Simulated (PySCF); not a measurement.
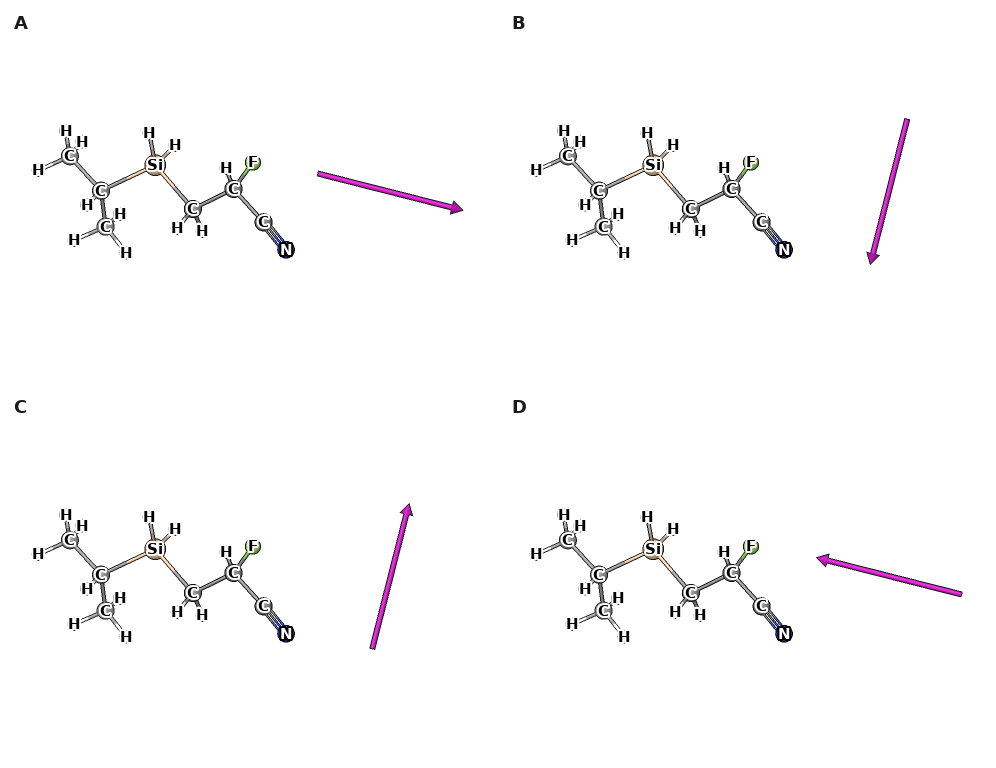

The same molecule four times, each with an arrow. The computed structure is the end point of a GFN2-xTB optimisation. No frequency run is at hand to confirm it as a minimum. Method: PBE0/pcSseg-1, gas phase (PySCF 2.14.0).

> Which arrow points along the dipole moment, from the negative to the positive end?

D. The dipole moment is 4.08 D.

The geometry is semi-empirical. Around Si such bond lengths and angles can be off by a tenth of an ångström or more and by several degrees, and values that hang on the shape move with them.
